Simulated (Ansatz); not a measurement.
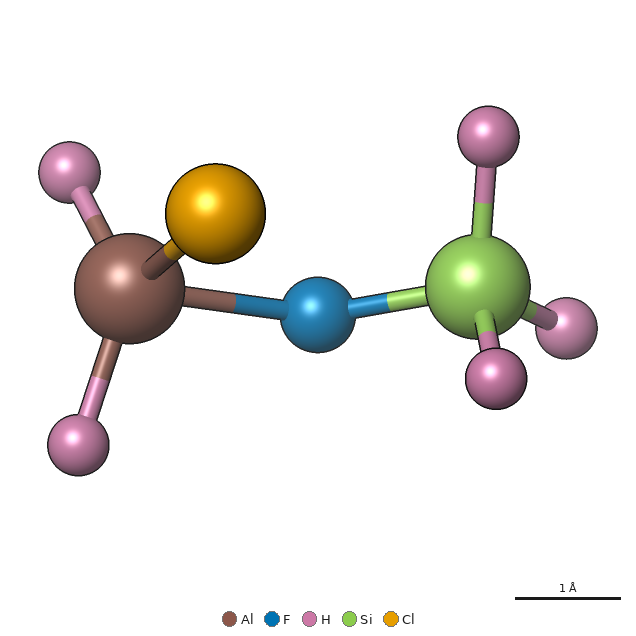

The picture shows a molecular structure as a ball-and-stick model.

The computed structure is the end point of a PBE0-D4/def2-TZVP optimisation.

> Give the formula.

AlClFH₅Si, 9 atoms: 1 aluminium, 1 chlorine, 1 fluorine, 5 hydrogen and 1 silicon.

> How many sets of symmetry-equivalent atoms are there?

7: 1 Al, 1 F, 2 H, 1 Si, 1 Cl, 2 H, 1 H.

> How many bonds of each kind are drawn?

3 Si–H, 2 Al–H, 1 Al–F, 1 F–Si, 1 Al–Cl. Sticks follow a distance rule.

> What is the point group of this geometry?

Cs.

More results for the same structure follow; atom numbers are the same in all pictures, views and colours differ.

Geometry

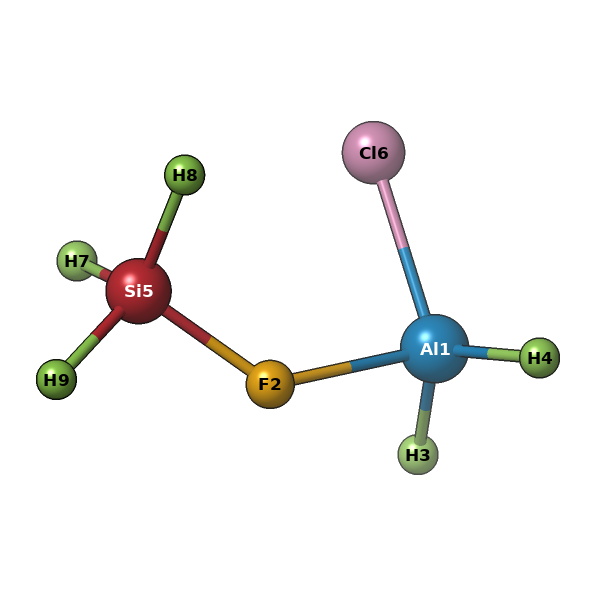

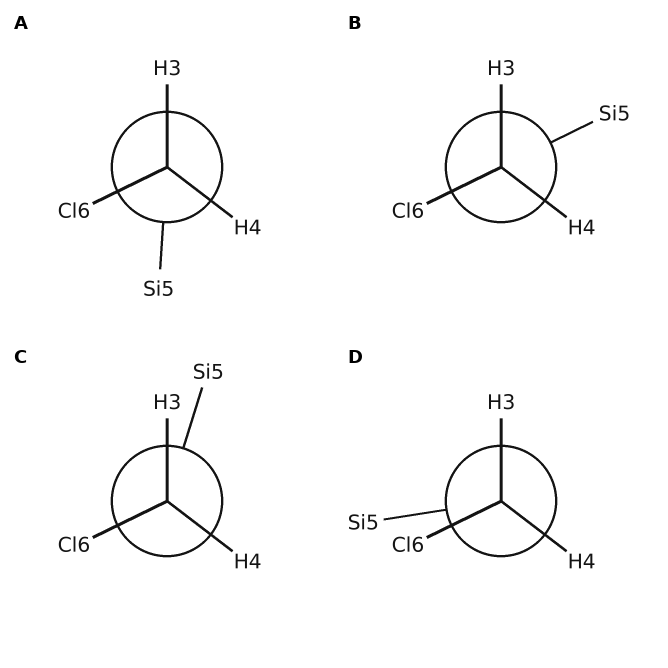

Distant atoms are faded towards the background colour. Bonds that would overlap in a projection are set slightly apart.

> Which Newman projection shows the view along Al1–F2, with Al1 in front?

D. The torsion angle Cl6–Al1–F2–Si5 is 0°, synperiplanar (eclipsed).

Electronic properties

Properties computed with RKS PBE0-D4/def2-TZVP (Ansatz 0.2.0).

> Estimate the dipole moment.

3.87 D.

> Estimate the dispersion correction.

−16.5 kJ/mol.

Charges

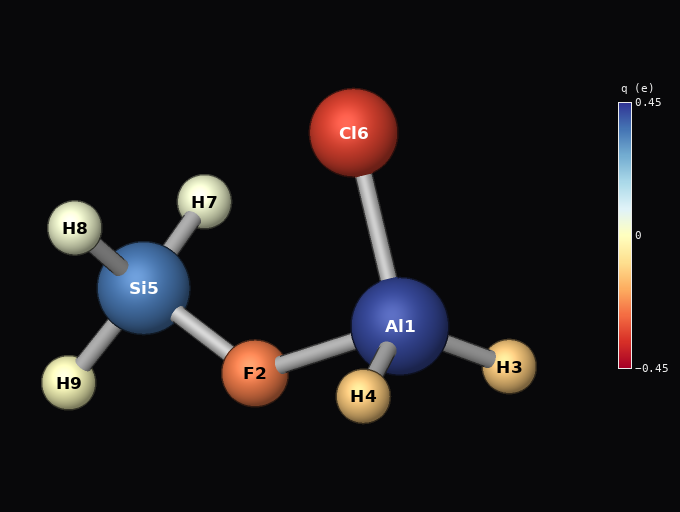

Atoms are coloured by their Mulliken charges. Level of theory: RKS PBE0-D4/def2-TZVP (Ansatz 0.2.0).

List the Mulliken charges.

| atom | value (e) |
| --- | --- |
| Al1 | 0.42 |
| F2 | −0.24 |
| H3 | −0.13 |
| H4 | −0.13 |
| Si5 | 0.35 |
| Cl6 | −0.33 |
| H7 | 0.03 |
| H8 | 0.03 |
| H9 | 0.00 |

Vibrations

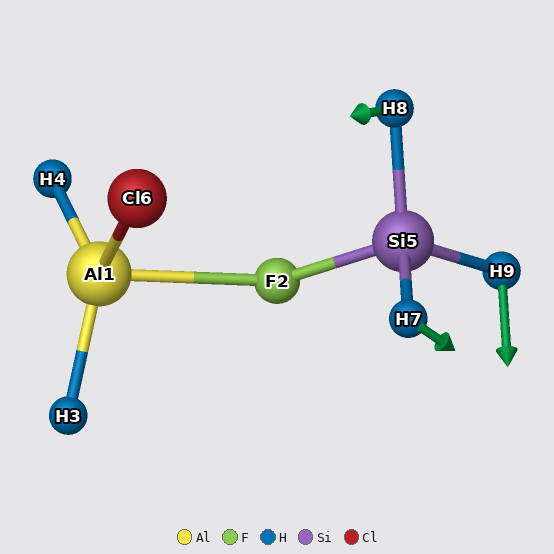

The arrows show one normal mode. Harmonic vibrations computed with RKS PBE0-D4/def2-TZVP (Ansatz 0.2.0) at a stationary point of the same level.

> What kind of motion is it?

Mostly H–Si–H bending.

> Estimate its harmonic wavenumber.

960 cm⁻¹; it is mode 16 of 21 counted from the lowest.

Mulliken values depend strongly on the basis set and can even reverse the polarity of a bond.
